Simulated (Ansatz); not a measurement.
```xyz
5
Lattice="4.0763 0.0000 0.0000 0.0000 4.0763 0.0000 0.0000 0.0000 6.6507" Properties=species:S:1:pos:R:3 pbc="T T T"
La    2.0382    2.0382    0.0000
O     2.0382    2.0382    2.7160
O     2.0382    2.0382    3.9347
O     0.0000    2.0382    5.6567
O     2.0382    0.0000    0.9940
```

Space group P-4m2; a structure generated by program, which may or may not match a known phase; computed without spin polarisation.

Computed with DFT PBE, scalar-relativistic, plane waves, PAW (Ansatz 0.2.0).

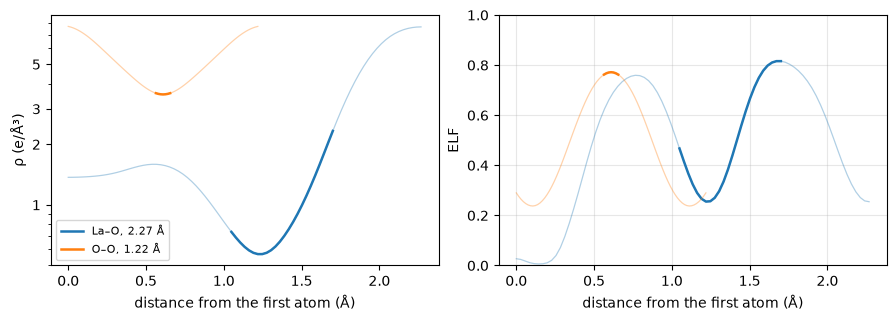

LaO4. Valence pseudo-density and ELF along straight lines between neighbouring atoms. Thin, pale parts lie inside the atomic spheres.

The density is the valence pseudo-density of a PAW calculation; it isn't the true density close to the nuclei.

Compare the contacts.

La–O (2.27 Å): ρ is about 0.62 e/Å³ halfway; the ELF peaks at about 0.80 in the valence shell of O, 0.6 Å from its nucleus, and drops to about 0.25 between the two atoms (no shared electron pair shows on this line).
O–O (1.22 Å): ρ at the midpoint is about 3.5 e/Å³; the ELF peaks at about 0.75 between the atoms.
